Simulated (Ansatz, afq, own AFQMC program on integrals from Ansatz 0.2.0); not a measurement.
# SiNH2 (quartet): quantum Monte Carlo beside coupled cluster at distance Si1–N2 = 4.947 Å, cc-pVDZ

How near does AFQMC come to the top of the ladder for SiNH2 (quartet)?

Program: Ansatz 0.2.0, Gaussian basis, and an in-house AFQMC program (afq) on its integrals; all values are calculated. Level of theory: cc-pVDZ, frozen cores. These are calculated values, not measurements.

Plan: PBE (unrestricted); r2SCAN (unrestricted); PBE0 (unrestricted); B3LYP (unrestricted); wB97M-V (unrestricted); B2PLYP (unrestricted); CCSD(T) on ROHF; CCSDT(Q) on ROHF; Phaseless AFQMC, CISD trial on ROHF; CCSD(T) on UHF; CCSDT(Q) on UHF; Phaseless AFQMC, CISD trial on UHF.

## Step 1: The geometry

The geometry derives from a PBE0/def2-TZVP stationary point (not a proven minimum). One bond is set to the value named and the two fragments are kept rigid.

4 atoms, charge 0, spin multiplicity 4.

Atoms are counted from 1 here; the program's logs count them from 0.

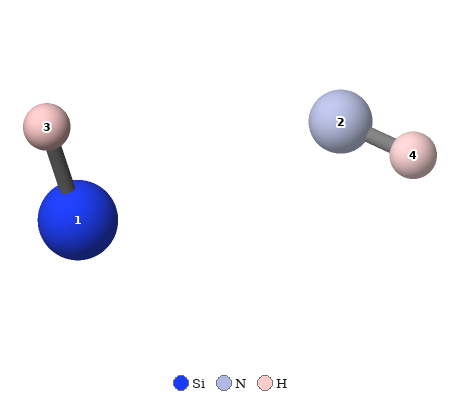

The geometry (silicon blue, nitrogen light blue, hydrogen pink); atoms are numbered from 1 in the order of the file.

## Step 2: PBE (unrestricted)

File in.yaml:

```yaml
crystal:
  periodic: [false, false, false]
  atoms:
    - {symbol: Si, position_ang: [0.066876, -0.251050, 1.660805]}
    - {symbol: N, position_ang: [-0.198497, 0.429743, -3.231936]}
    - {symbol: H, position_ang: [0.323050, 1.035608, 2.377659]}
    - {symbol: H, position_ang: [0.571868, -0.012151, -3.742603]}
basis:
  gaussian: {orbitals: cc-pVDZ}
magnetization: {spin_polarized: true, initial_magnetization: 3}
hamiltonian: {xc: {name: PBE}}
output: {orbitals: {seedname: orbitals}}
```

Command:

```
> ansatz run in.yaml --threads 1 --pin off --events-out ev --progress --plain --max-ram 1382MiB
```

What it wrote:

```text
Functional definition: PBE
  name "PBE"
  cite "Perdew, Burke & Ernzerhof, Phys. Rev. Lett. 77, 3865 (1996) doi:10.1103/PhysRevLett.77.3865"
  parent pbe
  parameter kappa = 0.804
  parameter beta = 0.06672455060314922
  exchange = pbe_x(kappa = kappa, mu = beta*pi^2/3)
  correlation = pbe_c(beta = beta)
411 factors; integrals over basis functions are off by at most 9.0e-4 eV
mean field evaluation 1: about -9375.4718 eV, gradient 3.7e1 eV
mean field evaluation 2: about -9094.6903 eV, gradient 7.7e1 eV
mean field evaluation 4: about -9289.1735 eV, gradient 7.5e1 eV
mean field evaluation 8: about -9387.3221 eV, gradient 1.6e-1 eV
mean field evaluation 16: about -9387.3374 eV, gradient 3.5e-3 eV
mean field evaluation 32: about -9387.3287 eV, gradient 5.4e-2 eV
mean field -9387.33741047 eV, -344.9782868690 hartree, gradient 3.5e-6 eV, S^2 3.758275; 6 other end points of the search recorded, 0 dependent functions left out
reference -9387.33744261 eV, -344.9782880499 hartree; 13, 10 occupied and 29, 32 virtual orbitals, 411 factors
Total energy: -9387.33744261 eV, -344.9782880499 hartree
```

Wall time 3 s (1 thread of Arm Neoverse V1, shared host).

From the report: ⟨S²⟩ of the determinant 3.758 (pure quartet: 3.75).

## Step 3: r2SCAN (unrestricted)

in.yaml: that of step 2 with these lines changed.

```diff
@@ -10,3 +10,2 @@
 magnetization: {spin_polarized: true, initial_magnetization: 3}
-hamiltonian: {xc: {name: PBE}}
-output: {orbitals: {seedname: orbitals}}
+hamiltonian: {xc: {name: r2SCAN}}
```

The command is unchanged.

What it wrote:

```text
Functional definition: r2SCAN
  name "r2SCAN"
  cite "Furness, Kaplan, Ning, Perdew & Sun, J. Phys. Chem. Lett. 11, 8208 (2020) doi:10.1021/acs.jpclett.0c02405"
  cite "Furness, Kaplan, Ning, Perdew & Sun, J. Phys. Chem. Lett. 11, 9248 (2020) doi:10.1021/acs.jpclett.0c03077"
  parent r2scan
  parameter k0 = 0.174
  parameter k1 = 0.065
  parameter a1 = 4.9479
  exchange = r2scan_x(k0 = k0, k1 = k1, a1 = a1)
  correlation = r2scan_c
411 factors; integrals over basis functions are off by at most 9.0e-4 eV
mean field evaluation 1: about -9390.4908 eV, gradient 1.5e1 eV
mean field evaluation 2: about -9390.8124 eV, gradient 1.4e1 eV
mean field evaluation 4: about -9391.8402 eV, gradient 3.0e-1 eV
mean field evaluation 8: about -9391.8373 eV, gradient 5.0e-2 eV
mean field evaluation 16: about -9391.8459 eV, gradient 1.7e-2 eV
mean field evaluation 32: about -9391.8460 eV, gradient 1.0e-1 eV
mean field -9391.84684061 eV, -345.1440053699 hartree, gradient 9.6e-6 eV, S^2 3.765292; 5 other end points of the search recorded, 0 dependent functions left out
reference -9391.84685124 eV, -345.1440057607 hartree; 13, 10 occupied and 29, 32 virtual orbitals, 411 factors
Total energy: -9391.84685124 eV, -345.1440057607 hartree
```

Run time: 8 s. Hardware: 1 thread of Arm Neoverse V1, shared host.

From the report: ⟨S²⟩ of the determinant 3.765 (pure quartet: 3.75).

## Step 4: PBE0 (unrestricted)

in.yaml: that of step 3 with these lines changed.

```diff
@@ -10,2 +10,3 @@
 magnetization: {spin_polarized: true, initial_magnetization: 3}
-hamiltonian: {xc: {name: r2SCAN}}
+hamiltonian: {xc: {name: PBE0}}
+output: {orbitals: {seedname: orbitals}}
```

Same command.

What it wrote:

```text
Functional definition: PBE0
  name "PBE0"
  cite "Adamo & Barone, J. Chem. Phys. 110, 6158 (1999) doi:10.1063/1.478522"
  cite "Perdew, Burke & Ernzerhof, Phys. Rev. Lett. 77, 3865 (1996) doi:10.1103/PhysRevLett.77.3865"
  parent pbe
  parameter a = 0.25
  parameter kappa = 0.804
  parameter beta = 0.06672455060314922
  exchange = (1 - a)*pbe_x(kappa = kappa, mu = beta*pi^2/3) + a*exact_x
  correlation = pbe_c(beta = beta)
411 factors; integrals over basis functions are off by at most 9.0e-4 eV
mean field evaluation 1: about -9387.6212 eV, gradient 1.1e1 eV
mean field evaluation 2: about -9388.0222 eV, gradient 8.3e0 eV
mean field evaluation 4: about -9388.3531 eV, gradient 7.5e-1 eV
mean field evaluation 8: about -9388.4188 eV, gradient 2.8e-2 eV
mean field evaluation 16: about -9388.4201 eV, gradient 2.5e-2 eV
mean field evaluation 32: about -9388.3792 eV, gradient 1.7e0 eV
mean field -9388.42867624 eV, -345.0183901463 hartree, gradient 5.5e-6 eV, S^2 3.760939; 4 other end points of the search recorded, 0 dependent functions left out
reference -9388.42869989 eV, -345.0183910155 hartree; 13, 10 occupied and 29, 32 virtual orbitals, 411 factors
Total energy: -9388.42869989 eV, -345.0183910155 hartree
```

Wall time 2.8 s (1 thread of Arm Neoverse V1, shared host).

From the report: ⟨S²⟩ of the determinant 3.761 (pure quartet: 3.75).

## Step 5: B3LYP (unrestricted)

in.yaml: that of step 4 with these lines changed.

```diff
@@ -10,3 +10,2 @@
 magnetization: {spin_polarized: true, initial_magnetization: 3}
-hamiltonian: {xc: {name: PBE0}}
-output: {orbitals: {seedname: orbitals}}
+hamiltonian: {xc: {name: B3LYP}}
```

The command is unchanged.

What it wrote:

```text
Functional definition: B3LYP
  name "B3LYP"
  cite "Stephens, Devlin, Chabalowski & Frisch, J. Phys. Chem. 98, 11623 (1994) doi:10.1021/j100096a001"
  cite "Becke, Phys. Rev. A 38, 3098 (1988) doi:10.1103/PhysRevA.38.3098"
  cite "Lee, Yang & Parr, Phys. Rev. B 37, 785 (1988) doi:10.1103/PhysRevB.37.785"
  cite "Vosko, Wilk & Nusair, Can. J. Phys. 58, 1200 (1980) doi:10.1139/p80-159"
  parameter a0 = 0.2
  parameter ax = 0.72
  parameter ac = 0.81
  exchange = (1 - a0 - ax)*slater_x + ax*b88_x + a0*exact_x
  correlation = (1 - ac)*vwn_rpa_c + ac*lyp_c
411 factors; integrals over basis functions are off by at most 9.0e-4 eV
mean field evaluation 1: about -9393.0981 eV, gradient 1.3e1 eV
mean field evaluation 2: about -9393.4941 eV, gradient 1.1e1 eV
mean field evaluation 4: about -9394.0884 eV, gradient 7.2e-1 eV
mean field evaluation 8: about -9394.1417 eV, gradient 2.6e-2 eV
mean field evaluation 16: about -9394.1436 eV, gradient 2.9e-2 eV
mean field evaluation 32: about -9394.1354 eV, gradient 3.2e-2 eV
mean field -9394.14561024 eV, -345.2284835957 hartree, gradient 4.4e-6 eV, S^2 3.758612; 5 other end points of the search recorded, 0 dependent functions left out
reference -9394.14583169 eV, -345.2284917338 hartree; 13, 10 occupied and 29, 32 virtual orbitals, 411 factors
Total energy: -9394.14583169 eV, -345.2284917338 hartree
```

It took 3 s on 1 thread of Arm Neoverse V1, shared host.

From the report: ⟨S²⟩ of the determinant 3.759 (pure quartet: 3.75).

## Step 6: wB97M-V (unrestricted)

in.yaml: that of step 5 with these lines changed.

```diff
@@ -10,2 +10,3 @@
 magnetization: {spin_polarized: true, initial_magnetization: 3}
-hamiltonian: {xc: {name: B3LYP}}
+hamiltonian: {xc: {name: wB97M-V}}
+output: {orbitals: {seedname: orbitals}}
```

Same command.

What it wrote:

```text
Functional definition: wB97M-V
  name "wB97M-V"
  cite "Mardirossian & Head-Gordon, J. Chem. Phys. 144, 214110 (2016) doi:10.1063/1.4952647"
  cite "Becke, J. Chem. Phys. 107, 8554 (1997) doi:10.1063/1.475007"
  cite "Vydrov & Van Voorhis, J. Chem. Phys. 133, 244103 (2010) doi:10.1063/1.3521275"
  # Of w^i u^j: cxij and so on, Table III.
  parameter omega = 0.3/bohr
  parameter cx = 0.15
  parameter cx01 = 1.007
  parameter cx10 = 0.259
  parameter css00 = 0.443
  parameter css04 = -1.437
  parameter css10 = -4.535
  parameter css20 = -3.390
  parameter css43 = 4.278
  parameter cos00 = 1.000
  parameter cos10 = 1.358
  parameter cos20 = 2.924
  parameter cos21 = -8.812
  parameter cos60 = -1.390
  parameter cos61 = 9.142
  parameter b = 6.0
  parameter c = 0.01
  gx(w, u) = 1 - cx + cx01*u + cx10*w
  gss(w, u) = css00 + css04*u^4 + css10*w + css20*w^2 + css43*w^4*u^3
  gos(w, u) = cos00 + cos10*w + (cos20 + cos21*u)*w^2 + (cos60 + cos61*u)*w^6
  exchange = spin_sum(e_x_unif_sr(omega)*gx(b97_w, b97_u_x)) + cx*exact_x_sr(omega) + exact_x_lr(omega)
  correlation = spin_sum(e_c_pw_mod_same_spin*gss(b97_w, b97_u_same))
      + integral(e_c_pw_mod_opposite_spin*gos(b97_w_opposite, b97_u_opposite)) + vv10(b, c)
411 factors; integrals over basis functions are off by at most 9.0e-4 eV
133 factors; integrals over basis functions are off by at most 1.3e-5 eV
mean field evaluation 1: about -9391.7185 eV, gradient 9.2e0 eV
mean field evaluation 2: about -9392.1171 eV, gradient 4.2e0 eV
mean field evaluation 4: about -9392.1977 eV, gradient 6.6e-1 eV
mean field evaluation 8: about -9392.2397 eV, gradient 4.5e-2 eV
mean field evaluation 16: about -9392.2399 eV, gradient 1.1e-2 eV
mean field evaluation 32: about -9392.2390 eV, gradient 1.1e-1 eV
mean field -9392.24150241 eV, -345.1585089236 hartree, gradient 5.1e-6 eV, S^2 3.756365; 2 other end points of the search recorded, 0 dependent functions left out
reference -9392.24153827 eV, -345.1585102413 hartree; 13, 10 occupied and 29, 32 virtual orbitals, 411 factors
Total energy: -9392.24153827 eV, -345.1585102413 hartree
```

It took 11 s on 1 thread of Arm Neoverse V1, shared host.

From the report: ⟨S²⟩ of the determinant 3.756 (pure quartet: 3.75).

## Step 7: B2PLYP (unrestricted)

in.yaml: that of step 6 with these lines changed.

```diff
@@ -10,3 +10,3 @@
 magnetization: {spin_polarized: true, initial_magnetization: 3}
-hamiltonian: {xc: {name: wB97M-V}}
-output: {orbitals: {seedname: orbitals}}
+hamiltonian: {xc: {name: B2PLYP}}
+correlation: {electrons: outside_noble_gas}
```

Launched as before.

What it wrote:

```text
Functional definition: B2PLYP
  name "B2PLYP"
  cite "Grimme, J. Chem. Phys. 124, 034108 (2006) doi:10.1063/1.2148954"
  cite "Becke, Phys. Rev. A 38, 3098 (1988) doi:10.1103/PhysRevA.38.3098"
  cite "Lee, Yang & Parr, Phys. Rev. B 37, 785 (1988) doi:10.1103/PhysRevB.37.785"
  parameter a = 0.53
  parameter c = 0.27
  exchange = (1 - a)*b88_x + a*exact_x
  correlation = (1 - c)*lyp_c + c*(mp2_os + mp2_ss)
411 factors; integrals over basis functions are off by at most 9.0e-4 eV
mean field evaluation 1: about -9386.6812 eV, gradient 9.1e0 eV
mean field evaluation 2: about -9386.7067 eV, gradient 9.0e0 eV
mean field evaluation 4: about -9387.1832 eV, gradient 8.8e-1 eV
mean field evaluation 8: about -9387.1892 eV, gradient 1.8e-2 eV
mean field evaluation 16: about -9387.1898 eV, gradient 1.5e-2 eV
mean field evaluation 32: about -9387.1316 eV, gradient 1.9e0 eV
mean field -9387.19185216 eV, -344.9729376995 hartree, gradient 3.0e-6 eV, S^2 3.764378; 4 other end points of the search recorded, 0 dependent functions left out
6 core orbitals not correlated: weight in the atoms' cores, before any rotation towards them, 1.000 or more for the frozen orbitals, at most 0.000 for the correlated occupied ones
reference -9387.19199104 eV, -344.9729428035 hartree; 7, 4 occupied and 29, 32 virtual orbitals, 411 factors
second order -5.66100846 eV of doubles, -0.00000000 eV of singles
Total energy: -9388.72046333 eV, -345.0291131239 hartree
```

Run time: 3.2 s. Hardware: 1 thread of Arm Neoverse V1, shared host.

From the report: ⟨S²⟩ of the determinant 3.764 (pure quartet: 3.75).

## Step 8: CCSD(T) on ROHF

in.yaml: that of step 7 with these lines changed.

```diff
@@ -9,4 +9,3 @@
   gaussian: {orbitals: cc-pVDZ}
-magnetization: {spin_polarized: true, initial_magnetization: 3}
-hamiltonian: {xc: {name: B2PLYP}}
-correlation: {electrons: outside_noble_gas}
+magnetization: {spin_polarized: false, initial_magnetization: 3}
+correlation: {method: ccsd_t, electrons: outside_noble_gas, hamiltonian_folder: ham}
```

Launched as before.

What it wrote:

```text
Functional definition: HF
  name "HF"
  cite "Fock, Z. Phys. 61, 126 (1930) doi:10.1007/BF01340294"
  parent pbe
  exchange = exact_x
  correlation = 0
411 factors; integrals over basis functions are off by at most 9.0e-4 eV
mean field evaluation 1: about -9370.1539 eV, gradient 1.1e1 eV
mean field evaluation 2: about -9370.1704 eV, gradient 1.1e1 eV
mean field evaluation 4: about -9371.0790 eV, gradient 2.8e0 eV
mean field evaluation 8: about -9371.1874 eV, gradient 2.6e-1 eV
mean field evaluation 16: about -9371.1910 eV, gradient 3.9e-4 eV
mean field evaluation 32: about -9371.1880 eV, gradient 1.8e-2 eV
mean field evaluation 64: about -9371.1890 eV, gradient 1.3e-1 eV
mean field evaluation 96: about -9371.1670 eV, gradient 4.4e-3 eV
mean field evaluation 128: about -9371.1670 eV, gradient 4.7e-2 eV
mean field evaluation 160: about -9367.4548 eV, gradient 6.4e-1 eV
mean field -9371.19103488 eV, -344.3849185105 hartree, gradient 8.0e-8 eV, S^2 3.750000; 7 other end points of the search recorded, 0 dependent functions left out
mean field evaluation 192: about -9371.4798 eV, gradient 8.8e-2 eV
mean field evaluation 224: about -9371.4858 eV, gradient 1.2e-1 eV
determinant -9371.19103488 eV, -344.3849185105 hartree, with singles and doubles -9377.25319487 eV, -344.6076987810 hartree
determinant -9371.16697624 eV, -344.3840343717 hartree, with singles and doubles -9377.23242910 eV, -344.6069356531 hartree
determinant -9371.19103488 eV, -344.3849185105 hartree, with singles and doubles -9377.25327846 eV, -344.6077018528 hartree
determinant -9371.16697624 eV, -344.3840343717 hartree, with singles and doubles -9377.23252987 eV, -344.6069393562 hartree
mean field evaluation 256: about -9371.1910 eV, gradient 1.5e-6 eV
6 core orbitals not correlated: weight in the atoms' cores, before any rotation towards them, 1.000 or more for the frozen orbitals, at most 0.000 for the correlated occupied ones
reference -9371.19103488 eV, -344.3849185105 hartree; 7, 4 occupied and 29, 32 virtual orbitals, 411 factors
second order -4.70805938 eV of doubles, -0.17811083 eV of singles
cycle   1  -6.06224469 eV  change   -1.1e-6 eV  update   8.1e-6
perturbative correction -0.08979052 eV, -0.0032997406 hartree
Total energy: -9377.34307008 eV, -344.6110016341 hartree
```

Wall time 4.1 s (1 thread of Arm Neoverse V1, shared host).

From the report: correlation -6.1520 eV; T1 0.019; largest double amplitude 0.08.

This run also writes the integrals to the folder ham.

## Step 9: CCSDT(Q) on ROHF

in.yaml: that of step 8 with these lines changed.

```diff
@@ -10,2 +10,2 @@
 magnetization: {spin_polarized: false, initial_magnetization: 3}
-correlation: {method: ccsd_t, electrons: outside_noble_gas, hamiltonian_folder: ham}
+correlation: {method: ccsdt_q, electrons: outside_noble_gas}
```

Launched as before.

What it wrote:

```text
Functional definition: HF
  name "HF"
  cite "Fock, Z. Phys. 61, 126 (1930) doi:10.1007/BF01340294"
  parent pbe
  exchange = exact_x
  correlation = 0
725 factors; integrals over basis functions are off by at most 1.8e-7 eV
mean field evaluation 1: about -9370.1544 eV, gradient 1.1e1 eV
mean field evaluation 2: about -9370.1708 eV, gradient 1.1e1 eV
mean field evaluation 4: about -9371.0791 eV, gradient 2.8e0 eV
mean field evaluation 8: about -9371.1874 eV, gradient 2.6e-1 eV
mean field evaluation 16: about -9371.1911 eV, gradient 3.9e-4 eV
mean field evaluation 32: about -9371.1880 eV, gradient 1.8e-2 eV
mean field evaluation 64: about -9371.1887 eV, gradient 1.3e-1 eV
mean field evaluation 96: about -9371.1670 eV, gradient 4.4e-3 eV
mean field evaluation 128: about -9371.1670 eV, gradient 4.7e-2 eV
mean field evaluation 160: about -9367.4549 eV, gradient 6.4e-1 eV
mean field -9371.19105998 eV, -344.3849194327 hartree, gradient 6.3e-8 eV, S^2 3.750000; 7 other end points of the search recorded, 0 dependent functions left out
mean field evaluation 192: about -9371.4800 eV, gradient 7.8e-2 eV
mean field evaluation 224: about -9371.4622 eV, gradient 3.9e-1 eV
determinant -9371.19105998 eV, -344.3849194327 hartree, with singles and doubles -9377.25322416 eV, -344.6076998573 hartree
determinant -9371.16701617 eV, -344.3840358391 hartree, with singles and doubles -9377.23247247 eV, -344.6069372469 hartree
determinant -9371.19105998 eV, -344.3849194327 hartree, with singles and doubles -9377.25330744 eV, -344.6077029180 hartree
determinant -9371.16701617 eV, -344.3840358391 hartree, with singles and doubles -9377.23257430 eV, -344.6069409891 hartree
mean field evaluation 256: about -9371.1911 eV, gradient 1.5e-6 eV
6 core orbitals not correlated: weight in the atoms' cores, before any rotation towards them, 1.000 or more for the frozen orbitals, at most 0.000 for the correlated occupied ones
reference -9371.19105998 eV, -344.3849194327 hartree; 7, 4 occupied and 29, 32 virtual orbitals, 725 factors
second order -4.70808325 eV of doubles, -0.17811039 eV of singles
cycle   1  -5.74358935 eV  change   -8.5e-1 eV  update   7.1e-2
cycle   2  -6.15198818 eV  change   -4.1e-1 eV  update   3.1e-2
cycle   3  -6.17109457 eV  change   -1.9e-2 eV  update   9.3e-3
cycle   4  -6.17506762 eV  change   -4.0e-3 eV  update   3.5e-3
cycle   5  -6.17418915 eV  change    8.8e-4 eV  update   1.5e-3
cycle   6  -6.17405013 eV  change    1.4e-4 eV  update   6.7e-4
cycle   7  -6.17446041 eV  change   -4.1e-4 eV  update   3.7e-4
cycle   8  -6.17467156 eV  change   -2.1e-4 eV  update   1.9e-4
cycle   9  -6.17462602 eV  change    4.6e-5 eV  update   8.5e-5
cycle  10  -6.17456270 eV  change    6.3e-5 eV  update   4.4e-5
cycle  11  -6.17456542 eV  change   -2.7e-6 eV  update   2.5e-5
cycle  12  -6.17457836 eV  change   -1.3e-5 eV  update   1.7e-5
cycle  13  -6.17459474 eV  change   -1.6e-5 eV  update   1.3e-5
cycle  14  -6.17460330 eV  change   -8.6e-6 eV  update   1.1e-5
cycle  15  -6.17460260 eV  change    7.0e-7 eV  update   1.0e-5
cycle  16  -6.17459960 eV  change    3.0e-6 eV  update   1.1e-5
cycle  17  -6.17459744 eV  change    2.2e-6 eV  update   1.2e-5
cycle  18  -6.17459731 eV  change    1.3e-7 eV  update   1.4e-5
cycle  19  -6.17459830 eV  change   -9.9e-7 eV  update   1.7e-5
cycle  20  -6.17459948 eV  change   -1.2e-6 eV  update   2.0e-5
cycle  21  -6.17459977 eV  change   -2.8e-7 eV  update   1.9e-5
cycle  22  -6.17459896 eV  change    8.1e-7 eV  update   1.3e-5
cycle  23  -6.17459826 eV  change    7.0e-7 eV  update   8.9e-6
cycle  24  -6.17459805 eV  change    2.1e-7 eV  update   8.5e-6
cycle  25  -6.17459837 eV  change   -3.2e-7 eV  update   1.1e-5
cycle  26  -6.17459872 eV  change   -3.5e-7 eV  update   1.9e-5
cycle  27  -6.17459861 eV  change    1.1e-7 eV  update   3.2e-5
cycle  28  -6.17459824 eV  change    3.7e-7 eV  update   5.1e-5
cycle  29  -6.17459836 eV  change   -1.2e-7 eV  update   4.9e-5
cycle  30  -6.17459885 eV  change   -4.9e-7 eV  update   3.7e-5
cycle  31  -6.17459935 eV  change   -5.1e-7 eV  update   3.4e-5
cycle  32  -6.17459957 eV  change   -2.1e-7 eV  update   3.5e-5
cycle  33  -6.17459914 eV  change    4.3e-7 eV  update   2.6e-5
cycle  34  -6.17459875 eV  change    4.0e-7 eV  update   1.8e-5
cycle  35  -6.17459861 eV  change    1.4e-7 eV  update   9.8e-6
cycle  36  -6.17459871 eV  change   -1.0e-7 eV  update   5.8e-6
cycle  37  -6.17459895 eV  change   -2.4e-7 eV  update   5.8e-6
cycle  38  -6.17459914 eV  change   -1.9e-7 eV  update   8.9e-6
cycle  39  -6.17459908 eV  change    6.3e-8 eV  update   9.5e-6
cycle  40  -6.17459896 eV  change    1.2e-7 eV  update   9.4e-6
cycle  41  -6.17459891 eV  change    4.3e-8 eV  update   7.6e-6
cycle  42  -6.17459883 eV  change    7.8e-8 eV  update   7.1e-6
cycle  43  -6.17459882 eV  change    1.4e-8 eV  update   5.3e-6
cycle  44  -6.17459885 eV  change   -2.8e-8 eV  update   3.1e-6
cycle  45  -6.17459885 eV  change    2.0e-9 eV  update   2.1e-6
cycle  46  -6.17459889 eV  change   -3.9e-8 eV  update   1.4e-6
cycle  47  -6.17459889 eV  change   -4.1e-9 eV  update   1.2e-6
perturbative correction -0.00427341 eV, -0.0001570449 hartree
Total energy: -9377.36993228 eV, -344.6119888015 hartree
```

Wall time 73 s (1 thread of Arm Neoverse V1, shared host); peak memory 0.36 GiB.

From the report: correlation -6.1789 eV; T1 0.019; largest double amplitude 0.09.

(Part 1 of 2 ends here.)
